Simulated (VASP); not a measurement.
**Driving VASP from ASE on LaB2Rh3**

Do ASE scripts that read LaB2Rh3 from different structure formats give one answer, and do several routes find one equilibrium volume? All runs use LDA. Left out of this account: 1 further run (self-consistent run: a reference on another mesh). The start is a cell from a database of measured crystal structures.

Calculated with VASP 6.6.1; LDA; plane waves and PAW (La, B, Rh_pv).

## 1. The starting structure

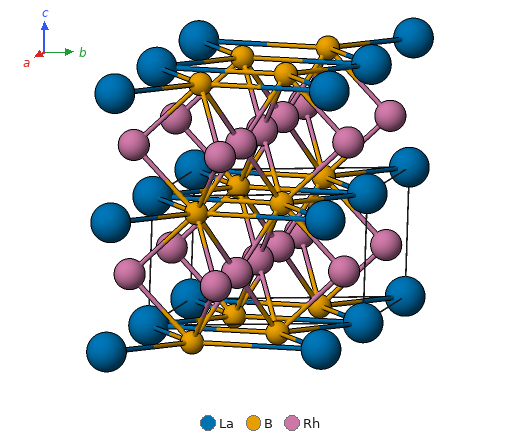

The starting structure, seen slightly off an axis (lanthanum blue, boron orange, rhodium pink). 2×1×2 cells are drawn. Some periodic images of atoms are drawn too.

Coordinates:

```xyz
6
Lattice="5.4830 0.0000 0.0000 -2.7415 4.7484 0.0000 0.0000 0.0000 3.1410" Properties=species:S:1:pos:R:3 pbc="T T T"
La    0.0000    0.0000    0.0000
B     0.0000    3.1656    0.0000
B     2.7415    1.5828    0.0000
Rh    2.7415    0.0000    1.5705
Rh    1.3707    2.3742    1.5705
Rh   -1.3707    2.3742    1.5705
```

## 2. Total energy, forces and stress (LDA, through ASE)

A single point through ASE, with the structure typed into the script.

run.py

```python
import numpy as np
from ase.calculators.vasp import Vasp
from ase import Atoms
from ase.dft.bandgap import bandgap

atoms = Atoms(['La', 'B', 'B', 'Rh', 'Rh', 'Rh'],
              cell=[[5.483, 0.0, 0.0], [-2.7415, 4.74841729, 0.0], [0.0, 0.0, 3.141]],
              scaled_positions=[[0.0, 0.0, 0.0], [0.33333333, 0.66666667, 0.0], [0.66666667, 0.33333333, 0.0], [0.5, 0.0, 0.5], [0.5, 0.5, 0.5], [0.0, 0.5, 0.5]],
              pbc=True)

calc = Vasp(
    xc='lda',
    pp='LDA',
    prec='Accurate',
    encut=420,
    ediff=1e-06,
    nelm=100,
    ismear=-1,
    sigma=0.05,
    lreal=False,
    algo='Normal',
    nbands=38,
    lasph=True,
    lorbit=11,
    lwave=False,
    lcharg=False,
    kpar=4,
    isif=2,
    pp_version='64',
    setups={'La': '', 'B': '', 'Rh': '_pv'},
    kpts=(7, 7, 10),
    gamma=True,
    txt='vasp.out',
)
atoms.calc = calc

print("energy (eV):", round(atoms.get_potential_energy(), 6))
print("Fermi level (eV):", round(calc.get_fermi_level(), 4))
print("forces (eV/A):")
print(np.round(atoms.get_forces(), 4))
print("stress (GPa, Voigt, tension positive):", np.round(atoms.get_stress() * 160.21766, 3))
gap, p1, p2 = bandgap(calc, direct=False)
print("gap on the mesh (eV):", round(gap, 4))
```

PAW data sets: La, B and Rh_pv (LDA family, release 64).

Started as:

```bash
$ export ASE_VASP_COMMAND="mpirun -np 4 vasp_std"
$ python run.py
```

Log:

```text
energy (eV): -50.682804
Fermi level (eV): 10.7492
forces (eV/A):
[[-0.  0. -0.]
 [-0.  0. -0.]
 [ 0.  0.  0.]
 [-0.  0. -0.]
 [-0.  0. -0.]
 [-0.  0. -0.]]
stress (GPa, Voigt, tension positive): [ 8.849  8.849  8.283  0.    -0.    -0.   ]
gap on the mesh (eV): 0.0
```

It took 15 s on 4 MPI ranks of Intel Xeon 6975P-C (Granite Rapids), shared host; peak memory 0.94 GiB.

The logs omit lines about the potential files and the build; timing stands in the text.

ASE turned this into the INCAR:

```
ENCUT = 420.000000
SIGMA = 0.050000
EDIFF = 1.00e-06
ALGO = Normal
PREC = Accurate
ISIF = 2
ISMEAR = -1
KPAR = 4
LORBIT = 11
NBANDS = 38
NELM = 100
LASPH = .TRUE.
LCHARG = .FALSE.
LWAVE = .FALSE.
LREAL = .FALSE.
```

ASE turned this into the KPOINTS:

```
KPOINTS created by Atomic Simulation Environment
0
Gamma
7 7 10
0 0 0
```

vasp.out:

```text
[banner, memory and clock lines left out]
running    4 mpi-ranks, on    1 nodes
 distrk:  each k-point on    1 cores,    4 groups
 distr:  one band on    1 cores,    1 groups

 POSCAR found type information on POSCAR LaB Rh
 POSCAR found :  3 types and       6 ions
 LDA part: xc-table for (Slater(with rela. corr.)+CA(PZ))
 , standard interpolation
 POSCAR, INCAR and KPOINTS ok, starting setup
 FFT: planning ... GRIDC
 FFT: planning ... GRID_SOFT
 FFT: planning ... GRID
 WAVECAR not read
 entering main loop
       N       E                     dE             d eps       ncg     rms          rms(c)
DAV:   1     0.574240039083E+03    0.57424E+03   -0.29587E+04  5136   0.212E+03
DAV:   2     0.235753478125E+02   -0.55066E+03   -0.52186E+03  3788   0.486E+02
DAV:   3    -0.483141685426E+02   -0.71890E+02   -0.65947E+02  5080   0.146E+02
DAV:   4    -0.548899054914E+02   -0.65757E+01   -0.61301E+01  6728   0.432E+01
DAV:   5    -0.552064678116E+02   -0.31656E+00   -0.30540E+00  5614   0.734E+00    0.259E+01
DAV:   6    -0.541658183546E+02    0.10406E+01   -0.85592E+01  5466   0.584E+01    0.134E+01
DAV:   7    -0.508174136186E+02    0.33484E+01   -0.20353E+01  5592   0.329E+01    0.490E+00
DAV:   8    -0.507484520591E+02    0.68962E-01   -0.27012E+00  6008   0.860E+00    0.297E+00
DAV:   9    -0.506946500781E+02    0.53802E-01   -0.28573E-01  5734   0.355E+00    0.740E-01
DAV:  10    -0.506924375132E+02    0.22126E-02   -0.13873E-02  5736   0.646E-01    0.126E-01
DAV:  11    -0.506923426449E+02    0.94868E-04   -0.16376E-03  5952   0.294E-01    0.470E-02
DAV:  12    -0.506923532453E+02   -0.10600E-04   -0.12821E-04  6070   0.902E-02    0.145E-02
DAV:  13    -0.506923475884E+02    0.56570E-05   -0.30368E-05  5104   0.403E-02    0.623E-03
DAV:  14    -0.506923472856E+02    0.30273E-06   -0.35533E-06  3998   0.907E-03
   1 F= -.50692347E+02 E0= -.50682804E+02  d E =-.190861E-01
```

Parts of OUTCAR (step 2):

```text
ion  position               nearest neighbor table
   1  0.000  0.000  0.000-   4 3.16   4 3.16   4 3.16   4 3.16   5 3.16   6 3.16   6 3.16   6 3.16
                             6 3.16   5 3.16   5 3.16   5 3.16
   2  0.333  0.667  0.000-   6 2.23   6 2.23   4 2.23   4 2.23   5 2.23   5 2.23
   3  0.667  0.333  0.000-   6 2.23   6 2.23   4 2.23   4 2.23   5 2.23   5 2.23
   4  0.500  0.000  0.500-   2 2.23   3 2.23   2 2.23   3 2.23   5 2.74   6 2.74   5 2.74   6 2.74
                             1 3.16   1 3.16   1 3.16   1 3.16
   5  0.500  0.500  0.500-   2 2.23   3 2.23   2 2.23   3 2.23   6 2.74   6 2.74   4 2.74   4 2.74
                             1 3.16   1 3.16   1 3.16   1 3.16
   6  0.000  0.500  0.500-   2 2.23   3 2.23   2 2.23   3 2.23   5 2.74   5 2.74   4 2.74   4 2.74
                             1 3.16   1 3.16   1 3.16   1 3.16

  LATTYP: Found a hexagonal cell.
 ALAT       =     5.4830000000
 C/A-ratio  =     0.5728615721

 Subroutine GETGRP returns: Found 24 space group operations
 (whereof 24 operations were pure point group operations)

The static configuration has the point symmetry D_6h.

 Found     48 irreducible k-points:

   k-points           NKPTS =     48   k-points in BZ     NKDIM =     48   number of bands    NBANDS=     38

   dimension x,y,z NGX =    40 NGY =   40 NGZ =   24
   dimension x,y,z NGXF=    80 NGYF=   80 NGZF=   48

   ENCUT  =  420.0 eV  30.87 Ry    5.56 a.u.   9.16  9.16  5.25*2*pi/ulx,y,z

   NELECT =      62.0000    total number of electrons

 k-points in reciprocal lattice and weights: KPOINTS created by Atomic Simulation Env
   0.00000000  0.00000000  0.00000000       0.002
   0.14285714  0.00000000  0.00000000       0.012
   0.28571429  0.00000000  0.00000000       0.012
   0.42857143  0.00000000  0.00000000       0.012
   0.14285714  0.14285714  0.00000000       0.012
   0.28571429  0.14285714  0.00000000       0.024
   0.42857143  0.14285714  0.00000000       0.012
   0.28571429  0.28571429  0.00000000       0.012
   0.00000000  0.00000000  0.10000000       0.004
[...]
0.42857143  0.14285714  0.50000000       0.012
   0.28571429  0.28571429  0.50000000       0.012

 average (electrostatic) potential at core
       1 -92.5379       2 -27.4525       3 -27.4525       4 -71.8645       5 -71.8645
       6 -71.8645

 E-fermi :  10.7492

 k-point     1 :       0.0000    0.0000    0.0000
  band No.  band energies     occupation
    ...
     27       9.5803      2.00000
     28       9.5803      2.00000
     29       9.8401      2.00000
     30      10.7716      0.77946
     31      10.7716      0.77945
     32      11.2493      0.00009
     33      11.3852      0.00001
     34      11.9122      0.00000
     35      12.7535      0.00000
     36      12.7535      0.00000
    ...

 k-point     2 :       0.1429    0.0000    0.0000
  band No.  band energies     occupation
    ...
     27       9.2015      2.00000
     28       9.5403      2.00000
     29       9.7784      2.00000
     30      10.0998      2.00000
     31      10.4607      1.99377
     32      11.2584      0.00008
     33      11.7334      0.00000
     34      12.4461      0.00000
     35      12.7433      0.00000
     36      12.7437      0.00000
    ...

 k-point     3 :       0.2857    0.0000    0.0000
  band No.  band energies     occupation
    ...
     27       9.0984      2.00000
     28       9.2619      2.00000
     29       9.3423      2.00000
     30       9.7045      2.00000
     31       9.7369      2.00000
     32      10.9991      0.01339
     33      12.1577      0.00000
     34      12.6179      0.00000
     35      12.6968      0.00000
     36      12.8807      0.00000
    ...

  Total       -4.5166410     -4.5166410     -4.2276439      0.0000000     -0.0000000      0.0000000
  in kB      -88.4893693    -88.4893693    -82.8273786      0.0000000     -0.0000000      0.0000000
  external PRESSURE =     -86.6020390 kB  Pullay stress =       0.0000000 kB

  energy-cutoff  :      420.00
  volume of cell :       81.78
      direct lattice vectors                 reciprocal lattice vectors
     5.483000000  0.000000000  0.000000000     0.182381908  0.105298243  0.000000000
    -2.741500000  4.748417290  0.000000000     0.000000000  0.210596487  0.000000000
     0.000000000  0.000000000  3.141000000     0.000000000  0.000000000  0.318369946

 POSITION                                       TOTAL-FORCE (eV/Angst)
 -----------------------------------------------------------------------------------
      0.00000      0.00000      0.00000        -0.000000      0.000000     -0.000000
     -0.00000      3.16561      0.00000        -0.000000      0.000000     -0.000000
      2.74150      1.58281      0.00000         0.000000      0.000000      0.000000
      2.74150      0.00000      1.57050        -0.000000      0.000000     -0.000000
      1.37075      2.37421      1.57050        -0.000000      0.000000     -0.000000
     -1.37075      2.37421      1.57050        -0.000000      0.000000     -0.000000
 -----------------------------------------------------------------------------------
    total drift:                               -0.000000      0.000000     -0.000000

  FREE ENERGIE OF THE ION-ELECTRON SYSTEM (eV)
  ---------------------------------------------------
  free  energy   TOTEN  =       -50.6923472856 eV

  energy  without entropy=      -50.6732611774  energy(sigma->0) =      -50.68280423

 total charge
# of ion       s       p       d       f       tot
--------------------------------------------------
    1        2.057   5.620   0.810   0.229   8.716
    2        0.693   1.018   0.000   0.000   1.711
    3        0.693   1.018   0.000   0.000   1.711
    4        0.412   6.328   7.227   0.000  13.968
    5        0.412   6.328   7.227   0.000  13.968
    6        0.412   6.328   7.227   0.000  13.968
--------------------------------------------------
tot          4.681  26.641  22.492   0.229  54.042

[... 3 further parts left out ...]
```

At this level the cell is under a tension of 8.7 GPa, so at these settings it is away from equilibrium.

Numbers from this step:

| Item | Value |
| --- | --- |
| SCF cycles | 14 |
| electrons | 62 |
| bands | 38 |
| irreducible k-points | 48 |
| symmetry operations | 24 |
| free energy (TOTEN) | -50.6923 eV |
| energy at zero smearing | -50.6828 eV |
| Fermi energy | 10.75 eV |
| pressure | -8.660 GPa |
| metallic | yes |

The pressure is -8.66 GPa and the largest force 0.000 eV/Å, so the cell is not at a minimum at these settings.

## 3. Total energy, forces and stress (LDA, through ASE), try 2

The single point through ASE, with the structure read from a CIF with its space group. The mesh changes to 5×5×7, so this is no clean test of the format.

run.py: that of step 2 with these lines changed.

```diff
@@ -2,9 +2,6 @@
 from ase.calculators.vasp import Vasp
-from ase import Atoms
+from ase.io import read
 from ase.dft.bandgap import bandgap
 
-atoms = Atoms(['La', 'B', 'B', 'Rh', 'Rh', 'Rh'],
-              cell=[[5.483, 0.0, 0.0], [-2.7415, 4.74841729, 0.0], [0.0, 0.0, 3.141]],
-              scaled_positions=[[0.0, 0.0, 0.0], [0.33333333, 0.66666667, 0.0], [0.66666667, 0.33333333, 0.0], [0.5, 0.0, 0.5], [0.5, 0.5, 0.5], [0.0, 0.5, 0.5]],
-              pbc=True)
+atoms = read('LaB2Rh3.cif')
 
@@ -30,3 +27,3 @@
     setups={'La': '', 'B': '', 'Rh': '_pv'},
-    kpts=(7, 7, 10),
+    kpts=(5, 5, 7),
     gamma=True,
```

LaB2Rh3.cif

```cif
data_LaB2Rh3
_cell_length_a 5.48300000
_cell_length_b 5.48300000
_cell_length_c 3.14100000
_cell_angle_alpha 90.00000000
_cell_angle_beta 90.00000000
_cell_angle_gamma 120.00000000
_space_group_name_H-M_alt 'P6/mmm'
_space_group_name_Hall '-P 6 2'
_space_group_IT_number 191
loop_
_space_group_symop_operation_xyz
'x,y,z'
'-x,-y,-z'
'x-y,x,z'
'-x+y,-x,-z'
'-y,x-y,z'
'y,-x+y,-z'
'-x,-y,z'
'x,y,-z'
'-x+y,-x,z'
'x-y,x,-z'
'y,-x+y,z'
'-y,x-y,-z'
'-y,-x,-z'
'y,x,z'
'-x,-x+y,-z'
'x,x-y,z'
'-x+y,y,-z'
'x-y,-y,z'
'y,x,-z'
'-y,-x,z'
'x,x-y,-z'
'-x,-x+y,z'
'x-y,-y,-z'
'-x+y,y,z'
loop_
_atom_site_label
_atom_site_type_symbol
_atom_site_symmetry_multiplicity
_atom_site_Wyckoff_symbol
_atom_site_fract_x
_atom_site_fract_y
_atom_site_fract_z
_atom_site_occupancy
La1 La 1 a 0.0000000000 0.0000000000 0.0000000000 1
B1 B 2 c 0.3333333333 0.6666666667 0.0000000000 1
Rh1 Rh 3 g 0.5000000000 0.0000000000 0.5000000000 1
```

Log:

```text
energy (eV): -50.641653
Fermi level (eV): 10.8213
forces (eV/A):
[[-0. -0.  0.]
 [-0.  0.  0.]
 [ 0.  0. -0.]
 [-0. -0.  0.]
 [-0. -0.  0.]
 [-0. -0.  0.]]
stress (GPa, Voigt, tension positive): [ 8.135  8.135  9.316  0.    -0.     0.   ]
gap on the mesh (eV): 0.0
```

It took 8.4 s on 4 MPI ranks; peak memory 0.75 GiB.

The INCAR that ASE wrote:

```
ENCUT = 420.000000
SIGMA = 0.050000
EDIFF = 1.00e-06
ALGO = Normal
PREC = Accurate
ISIF = 2
ISMEAR = -1
KPAR = 4
LORBIT = 11
NBANDS = 38
NELM = 100
LASPH = .TRUE.
LCHARG = .FALSE.
LWAVE = .FALSE.
LREAL = .FALSE.
```

ASE turned this into the KPOINTS:

```
KPOINTS created by Atomic Simulation Environment
0
Gamma
5 5 7
0 0 0
```

vasp.out:

```text
[... set-up lines as in an earlier step ...]
 entering main loop
       N       E                     dE             d eps       ncg     rms          rms(c)
DAV:   1     0.574609475119E+03    0.57461E+03   -0.29583E+04  2104   0.209E+03
DAV:   2     0.222672113281E+02   -0.55234E+03   -0.52468E+03  1560   0.492E+02
DAV:   3    -0.477714832356E+02   -0.70039E+02   -0.63812E+02  2124   0.143E+02
DAV:   4    -0.548533546598E+02   -0.70819E+01   -0.64650E+01  2840   0.434E+01
DAV:   5    -0.551997210655E+02   -0.34637E+00   -0.33660E+00  2314   0.712E+00    0.257E+01
DAV:   6    -0.537341715103E+02    0.14655E+01   -0.82004E+01  2266   0.564E+01    0.130E+01
DAV:   7    -0.507559298322E+02    0.29782E+01   -0.19754E+01  2372   0.321E+01    0.492E+00
DAV:   8    -0.507269917081E+02    0.28938E-01   -0.21315E+00  2472   0.770E+00    0.279E+00
DAV:   9    -0.506646192016E+02    0.62373E-01   -0.31253E-01  2352   0.386E+00    0.926E-01
DAV:  10    -0.506592861039E+02    0.53331E-02   -0.23043E-02  2532   0.912E-01    0.251E-01
DAV:  11    -0.506588842643E+02    0.40184E-03   -0.34711E-03  2192   0.294E-01    0.982E-02
DAV:  12    -0.506587598978E+02    0.12437E-03   -0.13181E-03  2520   0.297E-01    0.372E-02
DAV:  13    -0.506587318398E+02    0.28058E-04   -0.21520E-04  2244   0.878E-02    0.120E-02
DAV:  14    -0.506587283810E+02    0.34588E-05   -0.14757E-05  2060   0.222E-02    0.302E-03
DAV:  15    -0.506587283270E+02    0.53996E-07   -0.12731E-06  1254   0.775E-03
   1 F= -.50658728E+02 E0= -.50641653E+02  d E =-.341516E-01
```

From OUTCAR (step 3):

```text
The static configuration has the point symmetry D_6h.

 Found     20 irreducible k-points:

   k-points           NKPTS =     20   k-points in BZ     NKDIM =     20   number of bands    NBANDS=     38

   NELECT =      62.0000    total number of electrons

 E-fermi :  10.8213

 k-point     1 :       0.0000    0.0000    0.0000
  band No.  band energies     occupation
    ...
     27       9.5496      2.00000
     28       9.5496      2.00000
     29       9.8104      2.00000
     30      10.7648      1.51178
     31      10.7648      1.51178
     32      11.2323      0.00054
     33      11.4212      0.00001
     34      11.9090      0.00000
     35      12.7834      0.00000
     36      12.7834      0.00000
    ...

 k-point     2 :       0.2000    0.0000    0.0000
  band No.  band energies     occupation
    ...
     27       9.0959      2.00000
     28       9.4557      2.00000
     29       9.7116      2.00000
     30       9.7203      2.00000
     31      10.1966      1.99999
     32      11.1901      0.00125
     33      11.9224      0.00000
     34      12.6882      0.00000
     35      12.6942      0.00000
     36      12.8170      0.00000
    ...

  Total       -4.1520380     -4.1520380     -4.7550137     -0.0000000      0.0000000      0.0000000
  in kB      -81.3461206    -81.3461206    -93.1595309     -0.0000000      0.0000000      0.0000000
  external PRESSURE =     -85.2839240 kB  Pullay stress =       0.0000000 kB

  energy-cutoff  :      420.00
  volume of cell :       81.78
      direct lattice vectors                 reciprocal lattice vectors
     5.483000000  0.000000000  0.000000000     0.182381908  0.105298244  0.000000000
    -2.741500000  4.748417289  0.000000000     0.000000000  0.210596487  0.000000000
     0.000000000  0.000000000  3.141000000     0.000000000  0.000000000  0.318369946

 POSITION                                       TOTAL-FORCE (eV/Angst)
 -----------------------------------------------------------------------------------
      0.00000      0.00000      0.00000        -0.000000     -0.000000      0.000000
     -0.00000      3.16561      0.00000        -0.000000      0.000000      0.000000
      2.74150      1.58281      0.00000         0.000000      0.000000     -0.000000
      2.74150      0.00000      1.57050        -0.000000     -0.000000      0.000000
      1.37075      2.37421      1.57050        -0.000000     -0.000000      0.000000
     -1.37075      2.37421      1.57050        -0.000000     -0.000000      0.000000
 -----------------------------------------------------------------------------------
    total drift:                               -0.000000      0.000000     -0.000000

  FREE ENERGIE OF THE ION-ELECTRON SYSTEM (eV)
  ---------------------------------------------------
  free  energy   TOTEN  =       -50.6587283270 eV

  energy  without entropy=      -50.6245767577  energy(sigma->0) =      -50.64165254

 total charge
# of ion       s       p       d       f       tot
--------------------------------------------------
    1        2.057   5.622   0.818   0.223   8.720
    2        0.694   1.019   0.000   0.000   1.713
    3        0.694   1.019   0.000   0.000   1.713
    4        0.413   6.329   7.221   0.000  13.963
    5        0.413   6.329   7.221   0.000  13.963
    6        0.413   6.329   7.221   0.000  13.963
--------------------------------------------------
tot          4.684  26.648  22.480   0.223  54.035

[... 4 parts as in an earlier step ...]

[... 7 further parts left out ...]
```

The k-mesh is coarse for a metal. At this level the cell is under a tension of 8.5 GPa, so at these settings it is away from equilibrium.

This step gave:

```
SCF cycles              : 15
irreducible k-points    : 20
free energy (TOTEN)     : -50.6587 eV
energy at zero smearing : -50.6417 eV
Fermi energy            : 10.82 eV
pressure                : -8.528 GPa
```

The energy lies +6.86 meV an atom from the first script, on another mesh.

(Continued in part 2 of 3.)

[Lines on the potential files, build, host, timing and source positions are cut from VASP's logs without a mark.]

[Logs are printed without paths, hosts, clocks, repeated set-up lines and the standing remarks that a program may print on its own settings, such as how far it seeks lower states.]

[Hosts, paths, dates, database ids (printed as entryN), source tags and the programs' standing remarks are cut or masked in the printed files.]

[A measured line is paired with the nearest computed mode of its activity, which favours agreement.]
